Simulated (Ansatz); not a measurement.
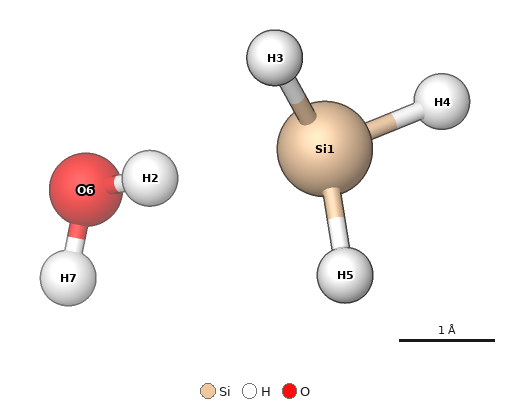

*The structure as given in the input (ball-and-stick view, seen at a tilt; atoms are numbered from 1 in the order of the input).*

## Geometry relaxation of SiH$_{5}$O (part 1 of 2)

System: SiH$_{5}$O, multiplicity 2.
Method: UHF/6-31G* (Ansatz 0.2.0).

It belongs to a series of runs on one base structure; here: end point B relaxed. Figures and captions count atoms from 1; the log counts them from 0 in places.

**The program's output**
```
The last accepted step is kept in [file] (removed where the run ends without a failure and the disk answers)
Engine: ansatz 0.2.0, aarch64-unknown-linux-gnu
Functional definition: HF
  exchange = exact_x
  correlation = 0
474 factors; integrals over basis functions are off by at most 7.5e-4 eV
mean field evaluation 1: about -9973.7485 eV, gradient 2.2e1 eV
mean field evaluation 2: about -9973.7733 eV, gradient 2.2e1 eV
mean field evaluation 4: about -9976.0342 eV, gradient 1.8e0 eV
mean field evaluation 8: about -9976.0774 eV, gradient 2.0e-1 eV
mean field -9976.07834768 eV, -366.6141172484 hartree, gradient 3.2e-5 eV, S^2 0.754147; 0 other end points of the search recorded, 0 dependent functions left out
the calculation of the forces begins
reference -9976.07834768 eV, -366.6141172484 hartree; 14, 13 occupied and 30, 31 virtual orbitals, 474 factors
relax step   1: F+E_penalty+E_count = -9976.07834768 eV  Δ(F+E_penalty+E_count) = +0.000e0 eV  max|allowed force component| = 1.385e0 eV/Å  Δτ_max = 0.0000 Å  (37 SCF iters, accepted)
these checks for a lower state are left out or cut short: starts, cluster_reference, orbital_swaps, neighbouring_geometries, increment
474 factors; integrals over basis functions are off by at most 7.6e-4 eV
mean field evaluation 16: about -9976.1338 eV, gradient 1.5e-1 eV
mean field -9976.13399755 eV, -366.6161623436 hartree, gradient 2.6e-5 eV, S^2 0.754268; 0 other end points of the search recorded, 0 dependent functions left out
[... from here on the field's lines of each further geometry are left out, up to the last ...]
relax step   2: F+E_penalty+E_count = -9976.13399755 eV  Δ(F+E_penalty+E_count) = -5.565e-2 eV  max|allowed force component| = 4.619e-1 eV/Å  Δτ_max = 0.1936 Å  (31 SCF iters, accepted)
relax step   3: F+E_penalty+E_count = -9976.14667052 eV  Δ(F+E_penalty+E_count) = -1.267e-2 eV  max|allowed force component| = 2.145e-1 eV/Å  Δτ_max = 0.1076 Å  (33 SCF iters, accepted)
relax step   4: F+E_penalty+E_count = -9976.12621538 eV  Δ(F+E_penalty+E_count) = +2.046e-2 eV  max|allowed force component| = 5.874e-1 eV/Å  Δτ_max = 0.1075 Å  (31 SCF iters, rejected (line search))
relax step   5: F+E_penalty+E_count = -9976.15192780 eV  Δ(F+E_penalty+E_count) = -5.257e-3 eV  max|allowed force component| = 8.189e-2 eV/Å  Δτ_max = 0.0513 Å  (32 SCF iters, accepted)
relax step   6: F+E_penalty+E_count = -9976.15510165 eV  Δ(F+E_penalty+E_count) = -3.174e-3 eV  max|allowed force component| = 1.919e-2 eV/Å  Δτ_max = 0.1000 Å  (32 SCF iters, accepted)
relax step   7: F+E_penalty+E_count = -9976.12404078 eV  Δ(F+E_penalty+E_count) = +3.106e-2 eV  max|allowed force component| = 1.652e0 eV/Å  Δτ_max = 0.1464 Å  (32 SCF iters, rejected (line search))
relax step   8: F+E_penalty+E_count = -9976.15666371 eV  Δ(F+E_penalty+E_count) = -1.562e-3 eV  max|allowed force component| = 6.759e-2 eV/Å  Δτ_max = 0.0617 Å  (32 SCF iters, accepted)
relax step   9: F+E_penalty+E_count = -9976.15761766 eV  Δ(F+E_penalty+E_count) = -9.540e-4 eV  max|allowed force component| = 3.168e-2 eV/Å  Δτ_max = 0.0324 Å  (27 SCF iters, accepted)
relax step  10: F+E_penalty+E_count = -9976.15806513 eV  Δ(F+E_penalty+E_count) = -4.475e-4 eV  max|allowed force component| = 2.621e-1 eV/Å  Δτ_max = 0.1102 Å  (32 SCF iters, accepted)
relax step  11: F+E_penalty+E_count = -9976.15875704 eV  Δ(F+E_penalty+E_count) = -6.919e-4 eV  max|allowed force component| = 5.755e-2 eV/Å  Δτ_max = 0.0113 Å  (26 SCF iters, accepted)
relax step  12: F+E_penalty+E_count = -9976.15911027 eV  Δ(F+E_penalty+E_count) = -3.532e-4 eV  max|allowed force component| = 6.359e-3 eV/Å  Δτ_max = 0.0278 Å  (31 SCF iters, accepted)
relax step  13: F+E_penalty+E_count = -9975.99709998 eV  Δ(F+E_penalty+E_count) = +1.620e-1 eV  max|allowed force component| = 2.898e0 eV/Å  Δτ_max = 0.1966 Å  (32 SCF iters, rejected (line search))
relax step  14: F+E_penalty+E_count = -9976.14970377 eV  Δ(F+E_penalty+E_count) = +9.406e-3 eV  max|allowed force component| = 7.898e-1 eV/Å  Δτ_max = 0.0935 Å  (32 SCF iters, rejected (line search))
relax step  15: F+E_penalty+E_count = -9976.15898746 eV  Δ(F+E_penalty+E_count) = +1.228e-4 eV  max|allowed force component| = 2.147e-1 eV/Å  Δτ_max = 0.0446 Å  (32 SCF iters, rejected (line search))
relax step  16: F+E_penalty+E_count = -9976.15931374 eV  Δ(F+E_penalty+E_count) = -2.035e-4 eV  max|allowed force component| = 5.642e-2 eV/Å  Δτ_max = 0.0220 Å  (33 SCF iters, accepted)
relax step  17: F+E_penalty+E_count = -9976.15781177 eV  Δ(F+E_penalty+E_count) = +1.502e-3 eV  max|allowed force component| = 3.912e-1 eV/Å  Δτ_max = 0.0588 Å  (32 SCF iters, rejected (line search))
relax step  18: F+E_penalty+E_count = -9976.15967623 eV  Δ(F+E_penalty+E_count) = -3.625e-4 eV  max|allowed force component| = 4.346e-2 eV/Å  Δτ_max = 0.0294 Å  (33 SCF iters, accepted)
relax step  19: F+E_penalty+E_count = -9976.16026809 eV  Δ(F+E_penalty+E_count) = -5.919e-4 eV  max|allowed force component| = 1.322e-1 eV/Å  Δτ_max = 0.0490 Å  (31 SCF iters, accepted)
relax step  20: F+E_penalty+E_count = -9976.15842191 eV  Δ(F+E_penalty+E_count) = +1.846e-3 eV  max|allowed force component| = 4.179e-1 eV/Å  Δτ_max = 0.0731 Å  (32 SCF iters, rejected (line search))
relax step  21: F+E_penalty+E_count = -9976.16089625 eV  Δ(F+E_penalty+E_count) = -6.282e-4 eV  max|allowed force component| = 6.732e-2 eV/Å  Δτ_max = 0.0366 Å  (32 SCF iters, accepted)
relax step  22: F+E_penalty+E_count = -9976.16172389 eV  Δ(F+E_penalty+E_count) = -8.276e-4 eV  max|allowed force component| = 6.675e-2 eV/Å  Δτ_max = 0.0375 Å  (33 SCF iters, accepted)
relax step  23: F+E_penalty+E_count = -9976.16249855 eV  Δ(F+E_penalty+E_count) = -7.747e-4 eV  max|allowed force component| = 2.355e-1 eV/Å  Δτ_max = 0.0548 Å  (32 SCF iters, accepted)
relax step  24: F+E_penalty+E_count = -9976.16167107 eV  Δ(F+E_penalty+E_count) = +8.275e-4 eV  max|allowed force component| = 4.713e-1 eV/Å  Δτ_max = 0.0804 Å  (32 SCF iters, rejected (line search))
relax step  25: F+E_penalty+E_count = -9976.16436205 eV  Δ(F+E_penalty+E_count) = -1.863e-3 eV  max|allowed force component| = 1.107e-1 eV/Å  Δτ_max = 0.0393 Å  (32 SCF iters, accepted)
relax step  26: F+E_penalty+E_count = -9976.16591481 eV  Δ(F+E_penalty+E_count) = -1.553e-3 eV  max|allowed force component| = 8.240e-2 eV/Å  Δτ_max = 0.0422 Å  (32 SCF iters, accepted)
relax step  27: F+E_penalty+E_count = -9976.16730845 eV  Δ(F+E_penalty+E_count) = -1.394e-3 eV  max|allowed force component| = 2.351e-1 eV/Å  Δτ_max = 0.0624 Å  (32 SCF iters, accepted)
relax step  28: F+E_penalty+E_count = -9976.16327424 eV  Δ(F+E_penalty+E_count) = +4.034e-3 eV  max|allowed force component| = 6.541e-1 eV/Å  Δτ_max = 0.0931 Å  (31 SCF iters, rejected (line search))
relax step  29: F+E_penalty+E_count = -9976.17011004 eV  Δ(F+E_penalty+E_count) = -2.802e-3 eV  max|allowed force component| = 1.283e-1 eV/Å  Δτ_max = 0.0466 Å  (32 SCF iters, accepted)
relax step  30: F+E_penalty+E_count = -9976.17267395 eV  Δ(F+E_penalty+E_count) = -2.564e-3 eV  max|allowed force component| = 1.208e-1 eV/Å  Δτ_max = 0.0453 Å  (32 SCF iters, accepted)
relax step  31: F+E_penalty+E_count = -9976.17543500 eV  Δ(F+E_penalty+E_count) = -2.761e-3 eV  max|allowed force component| = 3.164e-1 eV/Å  Δτ_max = 0.0705 Å  (31 SCF iters, accepted)
relax step  32: F+E_penalty+E_count = -9976.17982085 eV  Δ(F+E_penalty+E_count) = -4.386e-3 eV  max|allowed force component| = 1.632e-1 eV/Å  Δτ_max = 0.1068 Å  (31 SCF iters, accepted)
relax step  33: F+E_penalty+E_count = -9976.17317631 eV  Δ(F+E_penalty+E_count) = +6.645e-3 eV  max|allowed force component| = 1.288e0 eV/Å  Δτ_max = 0.1591 Å  (32 SCF iters, rejected (line search))
relax step  34: F+E_penalty+E_count = -9976.18392140 eV  Δ(F+E_penalty+E_count) = -4.101e-3 eV  max|allowed force component| = 1.486e-1 eV/Å  Δτ_max = 0.0796 Å  (32 SCF iters, accepted)
relax step  35: F+E_penalty+E_count = -9976.18637010 eV  Δ(F+E_penalty+E_count) = -2.449e-3 eV  max|allowed force component| = 3.822e-1 eV/Å  Δτ_max = 0.0782 Å  (32 SCF iters, accepted)
relax step  36: F+E_penalty+E_count = -9976.19086336 eV  Δ(F+E_penalty+E_count) = -4.493e-3 eV  max|allowed force component| = 3.183e-1 eV/Å  Δτ_max = 0.0694 Å  (32 SCF iters, accepted)
relax step  37: F+E_penalty+E_count = -9976.19303903 eV  Δ(F+E_penalty+E_count) = -2.176e-3 eV  max|allowed force component| = 6.379e-1 eV/Å  Δτ_max = 0.1777 Å  (31 SCF iters, accepted)
relax step  38: F+E_penalty+E_count = -9976.20502973 eV  Δ(F+E_penalty+E_count) = -1.199e-2 eV  max|allowed force component| = 1.064e-1 eV/Å  Δτ_max = 0.2000 Å  (32 SCF iters, accepted)
relax step  39: F+E_penalty+E_count = -9976.20716439 eV  Δ(F+E_penalty+E_count) = -2.135e-3 eV  max|allowed force component| = 2.132e-1 eV/Å  Δτ_max = 0.0498 Å  (32 SCF iters, accepted)
relax step  40: F+E_penalty+E_count = -9976.18700522 eV  Δ(F+E_penalty+E_count) = +2.016e-2 eV  max|allowed force component| = 1.043e0 eV/Å  Δτ_max = 0.1950 Å  (32 SCF iters, rejected (line search))
relax step  41: F+E_penalty+E_count = -9976.20926801 eV  Δ(F+E_penalty+E_count) = -2.104e-3 eV  max|allowed force component| = 1.676e-1 eV/Å  Δτ_max = 0.0438 Å  (32 SCF iters, accepted)
relax step  42: F+E_penalty+E_count = -9976.20928735 eV  Δ(F+E_penalty+E_count) = -1.934e-5 eV  max|allowed force component| = 4.270e-1 eV/Å  Δτ_max = 0.0957 Å  (31 SCF iters, accepted)
relax step  43: F+E_penalty+E_count = -9976.21252135 eV  Δ(F+E_penalty+E_count) = -3.234e-3 eV  max|allowed force component| = 1.156e-1 eV/Å  Δτ_max = 0.1500 Å  (31 SCF iters, accepted)
relax step  44: F+E_penalty+E_count = -9976.21394680 eV  Δ(F+E_penalty+E_count) = -1.425e-3 eV  max|allowed force component| = 7.295e-3 eV/Å  Δτ_max = 0.0455 Å  (31 SCF iters, accepted)
relax step  45: F+E_penalty+E_count = -9976.21132705 eV  Δ(F+E_penalty+E_count) = +2.620e-3 eV  max|allowed force component| = 4.957e-1 eV/Å  Δτ_max = 0.0759 Å  (31 SCF iters, rejected (line search))
the calculation of the forces begins
reference -9976.21433191 eV, -366.6191145766 hartree; 14, 13 occupied and 30, 31 virtual orbitals, 475 factors
relax step  46: F+E_penalty+E_count = -9976.21433191 eV  Δ(F+E_penalty+E_count) = -3.851e-4 eV  max|allowed force component| = 2.346e-2 eV/Å  Δτ_max = 0.0372 Å  (33 SCF iters, accepted)
```

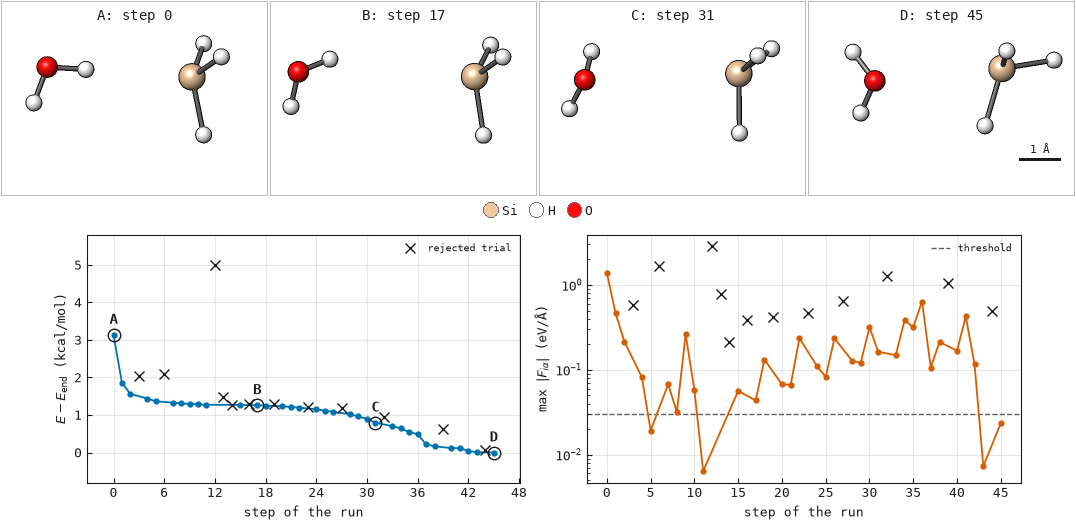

*Frames of the relaxation (ball-and-stick view, seen at a tilt) above the curves, on which the letters mark them (the first geometry is step 0 here and step 1 in the log).*

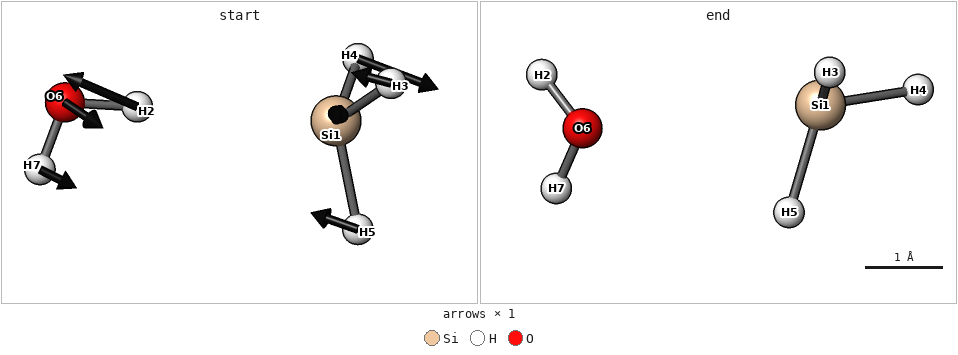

*Before (left) and after (right) the relaxation, at one scale (ball-and-stick view, seen at a tilt). The black arrows give the displacements, at true length.*

Over 45 geometry steps the energy falls by 3.14 kcal/mol. The largest force component goes from 1.4 to 0.023 eV/Å. The line search rejected the trial steps at points 3, 6, 12, 13, 14, 16, 19, 23 and more (counted from 0) and went back. The largest move after the best rigid fit is that of H4, 1.15 Å. By element the largest moves are H 1.15 Å, O 0.68 Å, Si 0.39 Å. Among the contacts that change: H2–O6 0.971 → 0.948 Å, Si1–H4 1.474 → 1.480 Å. (Atoms are counted from 1 in the order of the input.)

```
475 factors; integrals over basis functions are off by at most 8.1e-4 eV
mean field -9976.21433191 eV, -366.6191145766 hartree, gradient 9.9e-6 eV, S^2 0.753878; 1 other end points of the search recorded, 0 dependent functions left out
the calculation of the forces begins
reference -9976.21433191 eV, -366.6191145766 hartree; 14, 13 occupied and 30, 31 virtual orbitals, 475 factors
Total energy: -9976.21433191 eV, -366.6191145766 hartree
Atom 0 at    -0.181527     0.308165    -0.442822 Å, force     0.005770    -0.001454     0.017288 eV/Å
Atom 1 at     0.049735     0.360163     3.366483 Å, force     0.009659    -0.008513    -0.012421 eV/Å
Atom 2 at     1.271867     0.178407    -0.238323 Å, force    -0.002471     0.000690    -0.002323 eV/Å
Atom 3 at    -0.467970     0.745755    -1.826979 Å, force    -0.003974    -0.007393    -0.004612 eV/Å
Atom 4 at    -0.886449    -0.957250    -0.157504 Å, force    -0.000044     0.008180    -0.008187 eV/Å
Atom 5 at     0.210823    -0.426927     2.863389 Å, force    -0.019695     0.009505     0.023460 eV/Å
Atom 6 at    -0.509479    -1.009412     3.064257 Å, force     0.010755    -0.001014    -0.013205 eV/Å
Dipole moment:    -0.336929     0.093877     0.403610 e Å
```

**Trajectory as extended XYZ (Å, eV, eV/Å), 46 frames, from step=1 to step=46**
```
7
Properties=species:S:1:pos:R:3:forces:R:3 step=1 energy=-9976.07835
Si    0.0084    0.0136   -0.3166    0.0016   0.0027  -0.2283
H    -0.0097   -0.0126    2.3505   -0.0179  -0.0352   1.3851
H     1.4148    0.0097   -0.7581   -0.0038  -0.0013  -0.0005
H    -0.6972    1.2291   -0.7612    0.0008  -0.0037  -0.0010
H    -0.6952   -1.2057   -0.7600    0.0043   0.0073   0.0025
O    -0.0179   -0.0314    3.3215    0.0188   0.0362  -1.1552
H    -0.5161   -0.8039    3.5523   -0.0039  -0.0060  -0.0026
7
Properties=species:S:1:pos:R:3:forces:R:3 step=2 energy=-9976.13400
Si    0.0100    0.0162   -0.4474   -0.0074  -0.0120   0.1058
H     0.0192    0.0334    2.5363   -0.0121  -0.0221   0.4619
H     1.4241    0.0113   -0.8611   -0.0274   0.0039  -0.0671
H    -0.7003    1.2379   -0.8645    0.0173  -0.0220  -0.0672
H    -0.6977   -1.2102   -0.8611    0.0186   0.0320  -0.0582
O    -0.0298   -0.0508    3.4862   -0.0883  -0.1334  -0.3643
H    -0.5386   -0.8390    3.6400    0.0993   0.1536  -0.0110
7
Properties=species:S:1:pos:R:3:forces:R:3 step=3 energy=-9976.14667
Si    0.0114    0.0185   -0.5094   -0.0078  -0.0126   0.1155
H     0.0311    0.0525    2.6416   -0.0024  -0.0052   0.2014
H     1.4237    0.0137   -0.9285   -0.0146   0.0037  -0.0570
H    -0.6977    1.2387   -0.9321    0.0108  -0.0110  -0.0570
H    -0.6955   -1.2067   -0.9268    0.0123   0.0212  -0.0483
O    -0.0369   -0.0621    3.5828   -0.1370  -0.2106  -0.1416
H    -0.5491   -0.8556    3.7009    0.1386   0.2145  -0.0129
7
Properties=species:S:1:pos:R:3:forces:R:3 step=4 energy=-9976.12622 accepted=F
Si    0.0128    0.0199   -0.4956    0.0068   0.0109  -0.4380
H     0.0541    0.1185    2.7233   -0.2123  -0.2944  -0.1714
H     1.4030    0.0130   -0.9928    0.0295   0.0001   0.1324
H    -0.6870    1.2195   -0.9976   -0.0149   0.0253   0.1311
H    -0.6858   -1.1915   -0.9705   -0.0195  -0.0330   0.1352
O    -0.0431   -0.1010    3.6360    0.3447   0.4565   0.5874
H    -0.5670   -0.8794    3.7257   -0.1342  -0.1653  -0.3767
7
Properties=species:S:1:pos:R:3:forces:R:3 step=5 energy=-9976.15193
Si    0.0124    0.0198   -0.5261   -0.0017  -0.0021   0.0021
H     0.0363    0.0668    2.6906   -0.0211  -0.0333   0.0705
H     1.4195    0.0149   -0.9642   -0.0031   0.0005  -0.0145
H    -0.6938    1.2356   -0.9681    0.0023  -0.0027  -0.0147
H    -0.6929   -1.2021   -0.9564    0.0034   0.0057  -0.0092
O    -0.0410   -0.0720    3.6255   -0.0322  -0.0500   0.0065
H    -0.5534   -0.8641    3.7273    0.0526   0.0819  -0.0407
7
Properties=species:S:1:pos:R:3:forces:R:3 step=6 energy=-9976.15510
Si    0.0118    0.0226   -0.5551    0.0029  -0.0034   0.0113
H     0.0167    0.1318    2.7640   -0.0051  -0.0050   0.0141
H     1.4199    0.0125   -0.9905   -0.0055   0.0011  -0.0104
H    -0.6932    1.2324   -1.0158    0.0007  -0.0028  -0.0165
H    -0.6921   -1.2050   -0.9716    0.0019   0.0070  -0.0080
O    -0.0041   -0.1190    3.6774   -0.0077  -0.0160   0.0167
H    -0.5721   -0.8764    3.7201    0.0128   0.0192  -0.0072
7
Properties=species:S:1:pos:R:3:forces:R:3 step=7 energy=-9976.12404 accepted=F
Si    0.0123    0.0252   -0.5885    0.0053   0.0023  -0.0154
H    -0.0265    0.2314    2.8622    0.2654  -0.6109   1.4981
H     1.4201    0.0096   -1.0258   -0.0064   0.0012   0.0055
H    -0.6914    1.2257   -1.0777    0.0011  -0.0079  -0.0051
H    -0.6890   -1.2085   -0.9916   -0.0009   0.0066   0.0039
O     0.0645   -0.1976    3.7375   -0.7476   0.1965  -1.6524
H    -0.6030   -0.8869    3.7124    0.4832   0.4122   0.1653
7
Properties=species:S:1:pos:R:3:forces:R:3 step=8 energy=-9976.15666
Si    0.0140    0.0248   -0.5843    0.0044   0.0096  -0.0593
H     0.0070    0.1475    2.8229   -0.0250  -0.0201  -0.0170
H     1.4189    0.0152   -1.0314    0.0007  -0.0019   0.0167
H    -0.6900    1.2307   -1.0591   -0.0020   0.0002   0.0121
H    -0.6887   -1.2010   -1.0079   -0.0033  -0.0063   0.0154
O     0.0076   -0.1390    3.7254    0.0352   0.0188   0.0676
H    -0.5818   -0.8793    3.7629   -0.0101  -0.0004  -0.0355
7
Properties=species:S:1:pos:R:3:forces:R:3 step=9 energy=-9976.15762
Si    0.0144    0.0273   -0.6054    0.0033   0.0034  -0.0154
H     0.0059    0.1558    2.8542   -0.0096  -0.0045  -0.0083
H     1.4206    0.0154   -1.0475   -0.0008  -0.0009   0.0034
H    -0.6901    1.2322   -1.0807   -0.0017   0.0007  -0.0020
H    -0.6890   -1.2014   -1.0188   -0.0012  -0.0018   0.0032
O     0.0103   -0.1472    3.7515    0.0171   0.0069   0.0317
H    -0.5852   -0.8833    3.7753   -0.0072  -0.0038  -0.0126
7
Properties=species:S:1:pos:R:3:forces:R:3 step=10 energy=-9976.15806
Si    0.0172    0.0329   -0.6633    0.0014   0.0033  -0.0029
H    -0.0135    0.1914    2.9566    0.0329  -0.0809   0.2381
H     1.4232    0.0184   -1.1061    0.0006  -0.0008   0.0026
H    -0.6882    1.2325   -1.1514   -0.0015   0.0011  -0.0031
H    -0.6854   -1.1999   -1.0659   -0.0012  -0.0024   0.0018
O     0.0380   -0.1888    3.8277   -0.1060   0.0119  -0.2621
H    -0.6043   -0.8877    3.8309    0.0739   0.0678   0.0257
7
Properties=species:S:1:pos:R:3:forces:R:3 step=11 energy=-9976.15876
Si    0.0166    0.0321   -0.6599    0.0003  -0.0013   0.0084
H    -0.0154    0.1986    2.9593    0.0108   0.0448  -0.0575
H     1.4232    0.0172   -1.1004    0.0014   0.0001  -0.0013
H    -0.6887    1.2318   -1.1474   -0.0019   0.0035  -0.0080
H    -0.6859   -1.2010   -1.0617   -0.0005  -0.0011  -0.0008
O     0.0405   -0.1928    3.8190    0.0046  -0.0202   0.0391
H    -0.6033   -0.8871    3.8196   -0.0147  -0.0259   0.0202
7
Properties=species:S:1:pos:R:3:forces:R:3 step=12 energy=-9976.15911
Si    0.0138    0.0372   -0.6617    0.0036  -0.0041   0.0010
H    -0.0280    0.2100    2.9683   -0.0019   0.0032  -0.0017
H     1.4234    0.0176   -1.0929   -0.0021   0.0010   0.0024
H    -0.6877    1.2314   -1.1682   -0.0019   0.0025  -0.0064
H    -0.6856   -1.2001   -1.0570   -0.0004   0.0018   0.0021
O     0.0590   -0.2122    3.8118    0.0032  -0.0051   0.0036
H    -0.6078   -0.8849    3.8282   -0.0005   0.0008  -0.0010
7
Properties=species:S:1:pos:R:3:forces:R:3 step=13 energy=-9975.99710 accepted=F
Si   -0.0017    0.0642   -0.6716   -0.0119   0.0451  -0.0840
H    -0.1187    0.3004    3.0391    1.2859  -1.7705   2.1520
H     1.4254    0.0203   -1.0484   -0.0456   0.0088   0.0253
H    -0.6820    1.2258   -1.2896    0.0484  -0.0828   0.0438
H    -0.6833   -1.1968   -1.0281    0.0079   0.0298   0.0204
O     0.1880   -0.3496    3.7558   -2.8977   1.1176  -2.2496
H    -0.6406   -0.8655    3.8714    1.6131   0.6519   0.0920
```
